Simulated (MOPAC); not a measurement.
# AlBH₄O: frequency calculation (part 1 of 2)

- system: AlBH₄O
- method: PM6, closed shell (MOPAC 23.2.5)

The geometry was optimised with PM6.

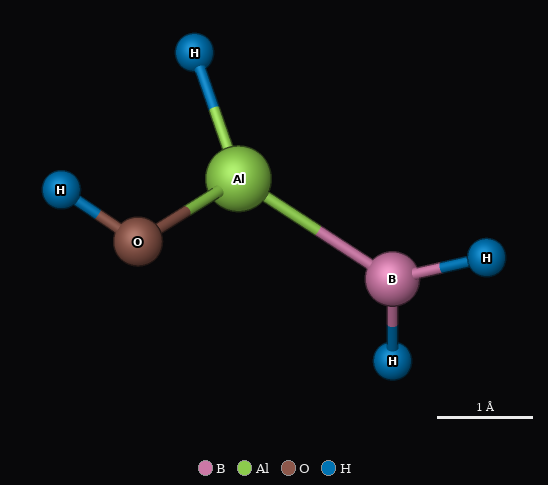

Figure 1. The input geometry (ball-and-stick view, seen at a tilt). Sticks mark near contacts. Bond lengths as drawn: Al–B 1.96 Å, Al–H 1.57 Å, Al–O 1.76 Å, B–H 1.19 Å and H–O 0.98 Å.

### Results in brief

```json
{"quantity": "outcome", "value": "converged"}
{"quantity": "heat of formation", "value": "−8.77 kcal/mol"}
{"quantity": "basis functions", "value": "21"}
{"quantity": "zero-point energy", "value": "0.042062 hartree"}
{"quantity": "wavenumbers, lowest and highest", "value": "172 and 2942 cm⁻¹"}
{"quantity": "hardware", "value": "1 thread of Arm Neoverse V2, 24 GiB of memory available, shared host"}
{"quantity": "peak memory", "value": "0.12 GiB"}
```

MOPAC's energies along a path are heats of formation.

### The input (input.mop)
```
PM6 FORCE THERMO(100,1000,300) AUX(PRECISION=6) T=10M THREADS=1
frequencies of AlBH4O

B -1.241416 1 0.387874 1 -0.599227 1
Al 0.240781 1 0.111164 1 0.651311 1
O 1.555976 1 -0.857508 1 0.006897 1
H -2.151129 1 -0.374927 1 -0.628260 1
H -1.242444 1 1.324428 1 -1.329407 1
H 0.399108 1 0.632927 1 2.122364 1
H 2.288918 1 -0.983649 1 0.651033 1
```

Run as:
```bash
mopac input.mop
```

### Output
```
MOPAC v23.2.5
PM6 CALCULATION RESULTS

 *  PM6        - The PM6 Hamiltonian to be used
 *  FORCE      - FORCE CALCULATION SPECIFIED
 *  THREADS=1  - MULTI-THREADING NOT USED
 *  AUX        - OUTPUT AUXILIARY INFORMATION
 *  THERMO     - THERMODYNAMIC QUANTITIES TO BE CALCULATED
PM6 FORCE THERMO(100,1000,300) AUX(PRECISION=6) T=10M THREADS=1
 frequencies of AlBH4O

   ATOM   CHEMICAL          X               Y               Z
  NUMBER   SYMBOL      (ANGSTROMS)     (ANGSTROMS)     (ANGSTROMS)

     1       B         -1.24141600  *   0.38787400  *  -0.59922700  *
     2      Al          0.24078100  *   0.11116400  *   0.65131100  *
     3       O          1.55597600  *  -0.85750800  *   0.00689700  *
     4       H         -2.15112900  *  -0.37492700  *  -0.62826000  *
     5       H         -1.24244400  *   1.32442800  *  -1.32940700  *
     6       H          0.39910800  *   0.63292700  *   2.12236400  *
     7       H          2.28891800  *  -0.98364900  *   0.65103300  *

          CARTESIAN COORDINATES

    NO.       ATOM           X           Y           Z

     1         B         -1.2414      0.3879     -0.5992
     2        Al          0.2408      0.1112      0.6513
     3         O          1.5560     -0.8575      0.0069
     4         H         -2.1511     -0.3749     -0.6283
     5         H         -1.2424      1.3244     -1.3294
     6         H          0.3991      0.6329      2.1224
     7         H          2.2889     -0.9836      0.6510

           Empirical Formula: H4 O B Al  =     7 atoms

      MOLECULAR POINT GROUP   :   Cs

      RHF CALCULATION, NO. OF DOUBLY OCCUPIED LEVELS = 8

          HEAT OF FORMATION =      -8.774121 KCALS/MOLE

          CARTESIAN COORDINATE DERIVATIVES

   NUMBER  ATOM         X            Y            Z

     1       B     -0.021438    -0.000609    -0.000649
     2      Al      0.019015    -0.004914    -0.000934
     3       O     -0.017241     0.014548    -0.001071
     4       H      0.006009     0.002310     0.017294
     5       H      0.000361     0.004537    -0.014501
     6       H      0.006793    -0.010057    -0.001514
     7       H      0.006502    -0.005814     0.001376

 DIPOLE           X         Y         Z       TOTAL
 POINT-CHG.    -0.045    -1.991     0.000     1.992
 HYBRID         0.253     0.348    -0.000     0.430
 SUM            0.209    -1.643     0.000     1.656

          GRADIENT NORM =   0.04643

          MOLECULAR WEIGHT =   57.82

          ROTATIONAL CONSTANTS IN CM(-1)

          A =    0.79439406   B =    0.20877728   C =    0.17249723

           PRINCIPAL MOMENTS OF INERTIA IN UNITS OF 10**(-40)*GRAM-CM**2

          A =       35.2379   B =      134.0795   C =      162.2794

          ORIENTATION OF MOLECULE IN FORCE CALCULATION

    NO.       ATOM         X         Y         Z

     1          B      -1.7498   -0.4491    0.0000
     2         Al       0.2091   -0.4491    0.0000
     3          O       0.9297    1.1521    0.0000
     4          H      -2.3489   -0.4536   -1.0253
     5          H      -2.3490   -0.4530    1.0253
     6          H       1.1943   -1.6701   -0.0001
     7          H       1.9133    1.1286    0.0001

    FIRST DERIVATIVES WILL BE USED IN THE CALCULATION OF SECOND DERIVATIVES

          ESTIMATED TIME TO COMPLETE CALCULATION =        0.16 SECONDS

    FOR POINT-GROUP Cs   THERE ARE   2 UNIQUE SYMMETRY FUNCTIONS.

 STEP:   1 TIME =     0.00 SECS, INTEGRAL =      0.00 TIME LEFT:    599.99
 STEP:   2 TIME =     0.00 SECS, INTEGRAL =      0.01 TIME LEFT:    599.99
 STEP:   3 TIME =     0.00 SECS, INTEGRAL =      0.01 TIME LEFT:    599.99
 STEP:   4 TIME =     0.00 SECS, INTEGRAL =      0.01 TIME LEFT:    599.99
 STEP:   5 TIME =     0.00 SECS, INTEGRAL =      0.01 TIME LEFT:    599.99
 STEP:   6 TIME =     0.00 SECS, INTEGRAL =      0.01 TIME LEFT:    599.98
 STEP:   7 TIME =     0.00 SECS, INTEGRAL =      0.02 TIME LEFT:    599.98
 STEP:   8 TIME =     0.00 SECS, INTEGRAL =      0.02 TIME LEFT:    599.98
 STEP:   9 TIME =     0.00 SECS, INTEGRAL =      0.02 TIME LEFT:    599.97
 STEP:  10 TIME =     0.00 SECS, INTEGRAL =      0.03 TIME LEFT:    599.97
 STEP:  11 TIME =     0.00 SECS, INTEGRAL =      0.03 TIME LEFT:    599.97
 STEP:  12 TIME =     0.00 SECS, INTEGRAL =      0.03 TIME LEFT:    599.96
 STEP:  13                       INTEGRAL =      0.03 TIME LEFT:    599.96
 STEP:  14                       INTEGRAL =      0.03 TIME LEFT:    599.96
 STEP:  15                       INTEGRAL =      0.03 TIME LEFT:    599.96
 STEP:  16 TIME =     0.00 SECS, INTEGRAL =      0.04 TIME LEFT:    599.96
 STEP:  17 TIME =     0.00 SECS, INTEGRAL =      0.04 TIME LEFT:    599.96
 STEP:  18 TIME =     0.00 SECS, INTEGRAL =      0.04 TIME LEFT:    599.95
 STEP:  19 TIME =     0.00 SECS, INTEGRAL =      0.05 TIME LEFT:    599.95
 STEP:  20 TIME =     0.00 SECS, INTEGRAL =      0.05 TIME LEFT:    599.95
 STEP:  21 TIME =     0.00 SECS, INTEGRAL =      0.05 TIME LEFT:    599.95

(To convert to Hartree/Bohr^2, multiply by (10^(-21) x N x a0^2)/(4.184 x 627.51) =  0.0642)

           FORCE MATRIX IN MILLIDYNES/ANGSTROM

                  B  1      Al  2       O  3       H  4       H  5       H  6
 ------------------------------------------------------------------------------
     B    1   9.528148
    Al    2   3.255453   9.196886
     O    3   0.269075   4.580049   6.740146
     H    4   4.412502   0.299500   0.054060   4.606856
     H    5   4.412469   0.299654   0.053773   0.300233   4.606856
     H    6   0.186642   3.617295   0.313748   0.041997   0.041985   3.808766
     H    7   0.072501   0.890105   3.162304   0.015740   0.015754   0.044941

                  H  7
 ------------------
     H    7   3.716424

          HEAT OF FORMATION =      -8.774121 KCALS/MOLE

          ZERO POINT ENERGY      26.394 KCAL/MOL

           NORMAL COORDINATE ANALYSIS (Total motion = 1 Angstrom)

   Root No.       1         2         3         4         5         6         7         8

                 1 A'      1 A"      2 A"      3 A"      2 A'      4 A"      3 A'      4 A'

                 172.4     212.4     352.3     497.4     653.8     729.3     804.5     924.9

   x  B    1   -0.0457   -0.0000    0.0000    0.0000   -0.0333   -0.0000    0.1572    0.0168
   y  B    1   -0.1105    0.0000   -0.0000   -0.0000   -0.0107   -0.0000    0.0074   -0.0930
   z  B    1   -0.0000   -0.0066    0.0154   -0.0097    0.0000   -0.0756   -0.0000   -0.0000
   x Al    2   -0.0439   -0.0000   -0.0000   -0.0000   -0.0191    0.0000   -0.0637   -0.0120
   y Al    2    0.0671   -0.0000    0.0000    0.0000   -0.0144   -0.0000    0.0307   -0.0035
   z Al    2    0.0000    0.0215   -0.0255   -0.0270   -0.0000    0.0331    0.0000    0.0000
   x  O    3    0.1103    0.0000   -0.0000   -0.0000    0.0240   -0.0000   -0.0284    0.0111
   y  O    3   -0.0059    0.0000    0.0000   -0.0000    0.0004    0.0000   -0.0514    0.0330
   z  O    3   -0.0000   -0.0339   -0.0213    0.0319   -0.0000   -0.0085   -0.0000   -0.0000
   x  H    4   -0.0464    0.0220   -0.0844   -0.1229   -0.0192   -0.3241    0.2348    0.0228
   y  H    4   -0.2047    0.4300   -0.0146    0.0295    0.0871   -0.0001   -0.0212    0.3431
   z  H    4    0.0007   -0.0215    0.0671    0.0658   -0.0084    0.1247   -0.0451   -0.0055
   x  H    5   -0.0463   -0.0220    0.0844    0.1229   -0.0192    0.3241    0.2348    0.0228
   y  H    5   -0.2047   -0.4300    0.0146   -0.0295    0.0871    0.0001   -0.0212    0.3431
   z  H    5   -0.0007   -0.0216    0.0671    0.0658    0.0085    0.1247    0.0451    0.0056
   x  H    6   -0.1040   -0.0000    0.0000    0.0000    0.5023    0.0000    0.0189   -0.0980
   y  H    6    0.0127   -0.0000   -0.0000   -0.0000    0.4070    0.0000    0.0937   -0.0751
   z  H    6   -0.0000    0.0500    0.2019    0.4170    0.0000   -0.1840   -0.0000    0.0000
   x  H    7    0.1114    0.0000    0.0000   -0.0000    0.0224   -0.0000   -0.0182    0.0168
   y  H    7   -0.1221   -0.0000   -0.0000    0.0000   -0.0887    0.0000   -0.1363   -0.0439
   z  H    7   -0.0000    0.0259    0.5184   -0.2294   -0.0000   -0.0042   -0.0000   -0.0000

   Root No.       9        10        11        12        13        14        15

                 5 A'      6 A'      7 A'      8 A'      9 A'     10 A'      5 A"

                 941.8    1115.7    1156.2    2538.2    2572.6    2849.5    2941.9

   x  B    1    0.0411   -0.0325    0.0749    0.0006   -0.0006   -0.0456   -0.0000
   y  B    1    0.0401   -0.0116   -0.0031    0.0005   -0.0011   -0.0004    0.0000
   z  B    1    0.0000    0.0000    0.0000   -0.0000    0.0000    0.0000   -0.0725
   x Al    2   -0.0722   -0.0114   -0.0214   -0.0063    0.0204    0.0002   -0.0000
   y Al    2   -0.1042    0.0042   -0.0043   -0.0014   -0.0252   -0.0000   -0.0000
   z Al    2   -0.0000    0.0000   -0.0000    0.0000   -0.0000   -0.0000   -0.0004
   x  O    3    0.0753    0.0242    0.0161   -0.0477   -0.0029   -0.0001    0.0000
   y  O    3    0.1696   -0.0368   -0.0087   -0.0025   -0.0008    0.0000   -0.0000
   z  O    3    0.0000   -0.0000    0.0000    0.0000    0.0000    0.0000   -0.0000
   x  H    4    0.1455    0.1501   -0.2405    0.0002    0.0034    0.2429    0.2422
   y  H    4   -0.1693    0.0352    0.0083   -0.0009    0.0004    0.0019    0.0016
   z  H    4   -0.0602   -0.1084    0.1881   -0.0006   -0.0050    0.4086    0.3945
   x  H    5    0.1455    0.1501   -0.2405    0.0002    0.0034    0.2429   -0.2422
   y  H    5   -0.1693    0.0352    0.0083   -0.0009    0.0004    0.0019   -0.0017
   z  H    5    0.0602    0.1084   -0.1881    0.0006    0.0050   -0.4086    0.3945
   x  H    6   -0.0369    0.0157    0.0167    0.0430   -0.5608   -0.0018   -0.0000
   y  H    6   -0.0713    0.0231    0.0325   -0.0401    0.6938    0.0014   -0.0000
   z  H    6    0.0000    0.0000   -0.0000    0.0000    0.0000   -0.0000   -0.0009
   x  H    7    0.0420   -0.0470   -0.0207    0.8767    0.0589    0.0009    0.0000
   y  H    7    0.0768    0.5022    0.2366    0.1129    0.0054   -0.0005   -0.0000
   z  H    7   -0.0000    0.0000    0.0000   -0.0000   -0.0000    0.0000   -0.0003

           MASS-WEIGHTED COORDINATE ANALYSIS (NORMAL COORDINATES)

   Root No.       1         2         3         4         5         6         7         8

                 1 A'      1 A"      2 A"      3 A"      2 A'      4 A"      3 A'      4 A'

                 172.4     212.4     352.3     497.4     653.8     729.3     804.5     924.9

   x  B    1   -0.1861   -0.0000    0.0000    0.0000   -0.1573   -0.0000    0.6660    0.0901
   y  B    1   -0.4504    0.0000   -0.0000   -0.0000   -0.0505   -0.0000    0.0314   -0.4986
   z  B    1   -0.0000   -0.0340    0.0838   -0.0577    0.0000   -0.4088   -0.0000   -0.0000
   x Al    2   -0.2827   -0.0000   -0.0000   -0.0000   -0.1426    0.0000   -0.4264   -0.1015
   y Al    2    0.4323   -0.0000    0.0000    0.0000   -0.1072   -0.0000    0.2055   -0.0297
   z Al    2    0.0000    0.1748   -0.2194   -0.2531   -0.0000    0.2825    0.0000    0.0000
   x  O    3    0.5468    0.0000   -0.0000   -0.0000    0.1383   -0.0000   -0.1464    0.0724
   y  O    3   -0.0291    0.0000    0.0000   -0.0000    0.0023    0.0000   -0.2650    0.2154
   z  O    3   -0.0000   -0.2120   -0.1412    0.2307   -0.0000   -0.0561   -0.0000   -0.0000
   x  H    4   -0.0577    0.0346   -0.1406   -0.2230   -0.0277   -0.5352    0.3038    0.0373
   y  H    4   -0.2548    0.6749   -0.0244    0.0535    0.1257   -0.0002   -0.0274    0.5616
   z  H    4    0.0009   -0.0338    0.1118    0.1195   -0.0122    0.2058   -0.0583   -0.0091
   x  H    5   -0.0577   -0.0346    0.1406    0.2230   -0.0277    0.5352    0.3038    0.0373
   y  H    5   -0.2548   -0.6748    0.0244   -0.0535    0.1257    0.0001   -0.0274    0.5616
   z  H    5   -0.0009   -0.0338    0.1118    0.1194    0.0122    0.2058    0.0583    0.0091
   x  H    6   -0.1295   -0.0000    0.0000    0.0000    0.7251    0.0000    0.0245   -0.1605
   y  H    6    0.0158   -0.0000   -0.0000   -0.0000    0.5875    0.0000    0.1212   -0.1229
   z  H    6   -0.0000    0.0784    0.3364    0.7566    0.0000   -0.3038   -0.0000    0.0000
   x  H    7    0.1386    0.0000    0.0000   -0.0000    0.0323   -0.0000   -0.0236    0.0275
   y  H    7   -0.1520   -0.0000   -0.0000    0.0000   -0.1280    0.0000   -0.1764   -0.0718
   z  H    7   -0.0000    0.0406    0.8637   -0.4162   -0.0000   -0.0070   -0.0000   -0.0000

   Root No.       9        10        11        12        13        14        15

                 5 A'      6 A'      7 A'      8 A'      9 A'     10 A'      5 A"

                 941.8    1115.7    1156.2    2538.2    2572.6    2849.5    2941.9
```
